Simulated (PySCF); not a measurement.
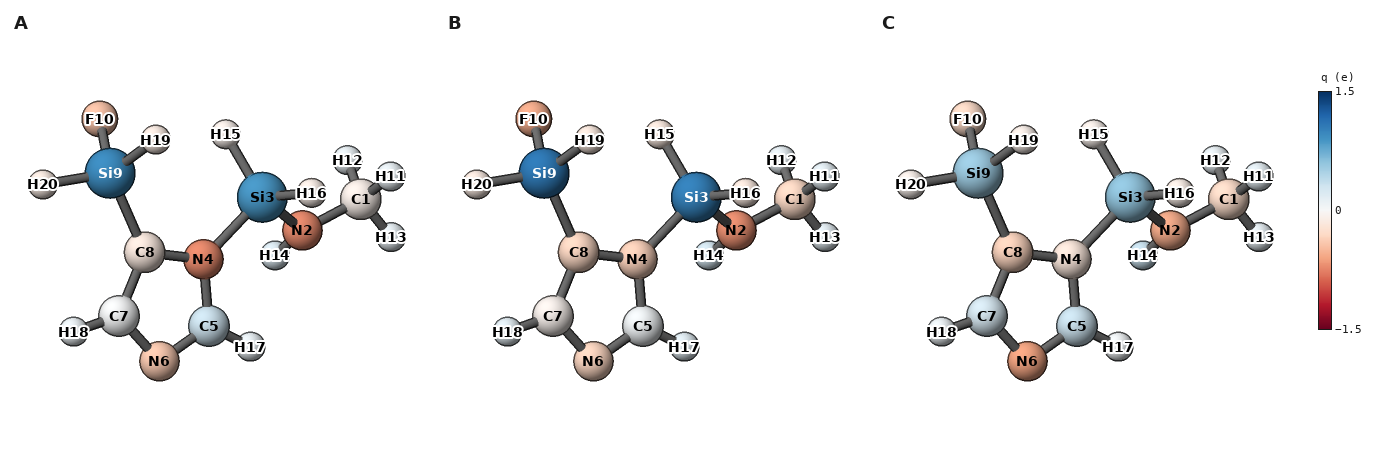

Atomic charges of one calculation by 3 schemes, on one colour scale. The computed structure is the end point of a GFN2-xTB optimisation. No frequency run is at hand to confirm it as a minimum. Computed with PBE0/pcSseg-1 (PySCF 2.14.0).

### The schemes are ESP-fitted, IAO, Mulliken. Which panel shows which?

A Mulliken, B IAO, C ESP-fitted.

List the charges (e), one line for each set of equivalent atoms.

```tsv
atom	Mulliken	IAO	ESP-fitted
C1	−0.09	−0.30	−0.28
N2	−0.71	−0.68	−0.56
Si3	0.88	1.02	0.59
N4	−0.71	−0.35	−0.16
C5	0.31	0.05	0.33
N6	−0.39	−0.32	−0.60
C7	0.02	−0.07	0.26
C8	−0.15	−0.31	−0.33
Si9	0.95	1.06	0.54
F10	−0.43	−0.55	−0.29
H11	0.11	0.15	0.15
H12	0.11	0.13	0.11
H13	0.12	0.15	0.12
H14	0.20	0.26	0.33
H15	−0.08	−0.14	−0.08
H16	−0.09	−0.15	−0.10
H17	0.11	0.17	0.05
H18	0.09	0.16	0.09
H19	−0.13	−0.15	−0.09
H20	−0.12	−0.13	−0.07
```

The geometry is semi-empirical. Around Si such bond lengths and angles can be off by a tenth of an ångström or more and by several degrees, and values that hang on the shape move with them.
